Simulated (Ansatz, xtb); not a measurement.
# Ligand exchange: C3H9ClSi + CH3Cl → C3H10Si + CH2Cl2

Species: C3H9ClSi `CC(C)[SiH2]Cl`, singlet; CH3Cl `CCl`, singlet; C3H10Si `CC(C)[SiH3]`, singlet; CH2Cl2 (dichloromethane) `ClCCl`, singlet. The partners trade Cl for H: Si–Cl and C–H bonds give way to Si–H and C–Cl.

Shapes, held fixed at every level: PBE0-D4/def2-TZVP. Flexible molecules stand in one conformer, not always the lowest. Programs: Ansatz 0.2.0, xtb 6.7.1. The zero-point and thermal change to 298 K, harmonic and unscaled (PBE0-D4/def2-TZVP), is -8.0 kJ/mol.

```tsv
level	kind	ΔH(298 K) (kJ/mol)	less CCSD(T)/CBS estimate
GFN1-xTB	semi-empirical	+211.7	+41.8
HF/def2-SVP	Hartree–Fock	+180.5	+10.6
SPW92/def2-TZVPP	LDA	+156.2	-13.7
r2SCAN-D4/def2-TZVPP	meta-GGA	+169.4	-0.5
BHLYP-D4/def2-TZVPP	global hybrid	+175.1	+5.2
MP2/def2-TZVPP	perturbation theory	+173.2	+3.3
CCSD(T)/def2-SVP	coupled cluster or CI	+163.3	-6.6
CCSD(T)/def2-TZVPP	coupled cluster or CI	+167.4	-2.5
CCSD(T)/CBS estimate	coupled cluster or CI	+169.9	0.0
```

The highest level, CCSD(T)/CBS estimate, gives ΔH(298 K) = +169.9 kJ/mol; the levels span +156.2 to +211.7. The column of differences is taken from that level and isn't an error. No measured value is set beside it here. The CBS estimate extrapolates MP2 from def2-TZVPP and def2-QZVPP and adds CCSD(T) − MP2 in the triple-zeta set, cores frozen.

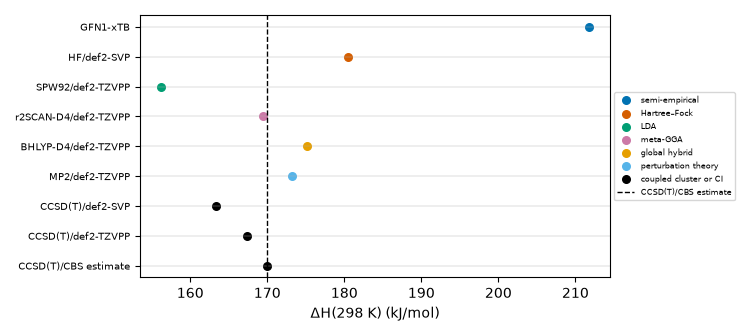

The values of the table, level by level.
